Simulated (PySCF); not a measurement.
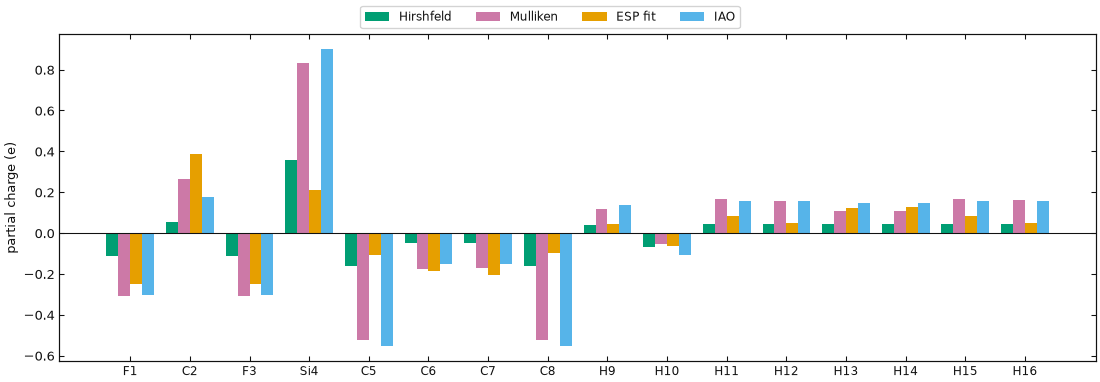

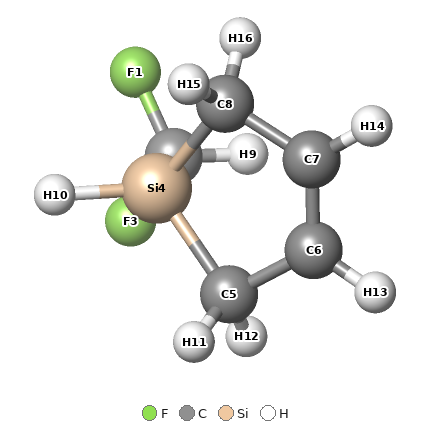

Atomic charges of C₅H₈F₂Si, SMILES FC(F)[SiH]1CC=CC1 by 4 schemes, PBE0/pcSseg-1 in PySCF 2.14.0, at a PBE0-D3(BJ)/def2-SVP geometry (no frequency check).

Question: Which scheme gives the smallest charges overall?

Answer: Hirshfeld: mean absolute charge Hirshfeld 0.09, ESP fit 0.15, Mulliken 0.26, IAO 0.27 e.

Question: On which atom do the schemes disagree most?

Answer: On Si4: Hirshfeld 0.36, Mulliken 0.83, ESP fit 0.21, IAO 0.90 e.

Known limits of this run: one conformer of a flexible molecule.
